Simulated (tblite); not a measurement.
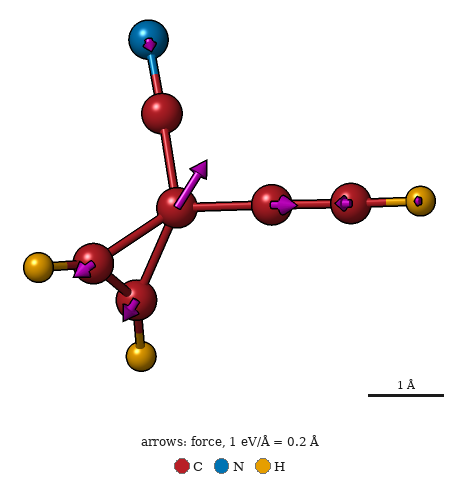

Starting geometry of C6H3N with the computed forces as purple arrows. The picture is a ball-and-stick view, seen at a tilt.

Theory: GFN2-xTB geometry optimisation, gas phase in tblite. 

Q: Is this structure relaxed? If not, where do the atoms go?

A: It isn't relaxed: the largest force vector, on a C atom, is 3.93 eV/Å. The final displacements follow the starting forces only in part (cosine between the two patterns 0.50). After 38 geometry steps the energy has fallen by 16.8 kJ/mol. The atom that moves furthest after the best rigid fit is the N atom (0.077 Å). By element the largest moves are N 0.077 Å, C 0.065 Å, H 0.046 Å. Some distances before and after: C–C 1.454 → 1.522 Å, C–C 1.472 → 1.429 Å, C–C 1.215 → 1.198 Å, C–H 1.064 → 1.049 Å. Bond angles that change, for instance: C–C–C 108.9° → 114.1°, C–C–H 146.9° → 142.1°, C–C–H 149.5° → 153.1°.
